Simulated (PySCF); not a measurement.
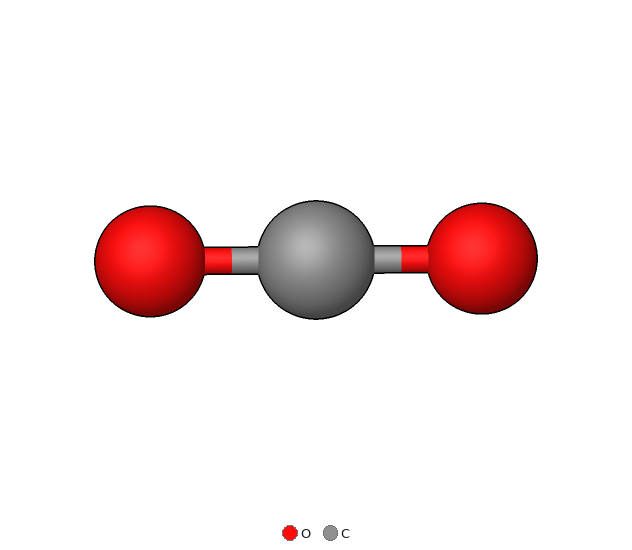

The computed structure is the end point of a PBE0-D3(BJ)/def2-SVP optimisation. No frequency run is at hand to confirm it as a minimum.

Give the structural formula.

SMILES: O=C=O

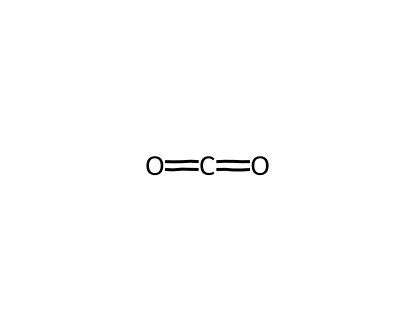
